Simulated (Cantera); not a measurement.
A closed system holds: 1 mol B2O3, a varied amount of H2, at 1898 K and 0.00240 bar.

Cantera equilibrium calculation (NASA polynomials, part measured and part estimated; ideal gas, pure solids and liquids). Candidate condensed phases: B, B2O3, B3O3H3, H2O; 23 gas species. The numbers say what is thermodynamically allowed, not how fast it happens.

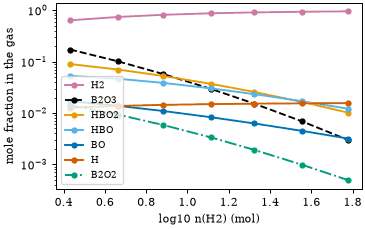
*Equilibrium gas composition (values under 1e-9 drawn at 1e-9)*

Task: Read off the mole fractions at 2.7 mol H2.

Result: H2 about 0.64, B2O3 about 0.17, HBO2 about 0.090, HBO about 0.053, BO about 0.017, B2O2 about 0.014, H about 0.013.
